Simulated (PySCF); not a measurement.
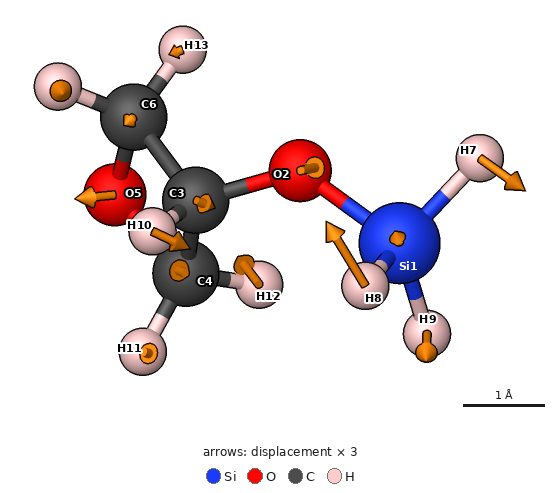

A relaxation of C3H8O2Si. The starting structure is drawn; orange arrows show the displacements, magnified 3 times. The two geometries are superimposed by the best rigid fit.

Style: ball-and-stick. Shown at a tilt.

The start comes from GFN2-xTB. Its atoms were then displaced at random by about 0.01 Å.

All numbers below come from PBE0-D3(BJ)/def2-SVP geometry optimisation, gas phase in PySCF 2.14.0, density-fitted response routines. 

**Describe the change and its energy.**

Over 9 geometry steps the energy falls by 4.55 kcal/mol. The largest move after the best rigid fit is that of an H atom, 0.33 Å. By element the largest moves are H 0.33 Å, O 0.22 Å, C 0.14 Å, Si 0.08 Å. Among the contacts that change: H–Si 1.446 → 1.496 Å, C–O 1.459 → 1.423 Å, C–H 1.079 → 1.106 Å, C–C 1.512 → 1.537 Å. Among the angles between lasting bonds that change: O–Si–H 98.2° → 106.5°, Si–O–C 130.4° → 124.0°, H–Si–H 116.3° → 110.0°.
